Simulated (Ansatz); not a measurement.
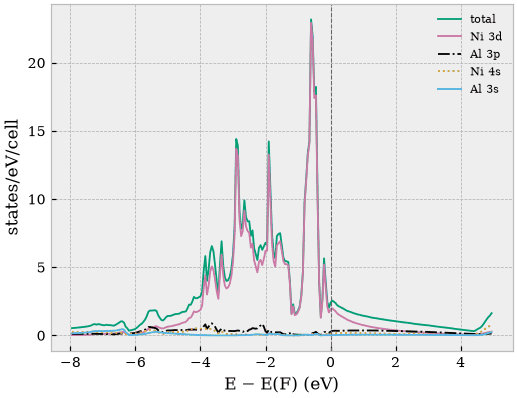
*Total and projected density of states of AlNi$_{3}$ in space group Fm-3m (No. 225; Al on 4b, Ni on 8c, Ni on 4a), LDA in the plane-wave PAW code Ansatz*

Problem. Which orbitals carry the states next to the Fermi level?

Solution. Within 0.5 eV of the Fermi level: Ni 3d 89 %, Al 3p 6 %. Projections are on Löwdin-orthogonalised atomic valence shells; empty p or d shells of many metals are not among them.

Problem. Where is the tallest occupied peak in this window, and what makes it?

Solution. Near -0.6 eV, about 23 states/eV per cell; the largest projected share is Ni 3d.

The first step of the workflow began from a Materials Project structure, measured or hypothetical; the Crystallography Open Database copy checked does not list it. With Al and Ni taken as one species the cell has the higher symmetry Im-3m, so it may be an ordered model of a mixed-site phase. It is not the phase usual at ambient conditions (space group No. 221). Symmetry was held in the LDA relaxation. At this level the phase is mechanically unstable. The run is not spin-polarised.

Potentials: the later of the program's two PAW sets.
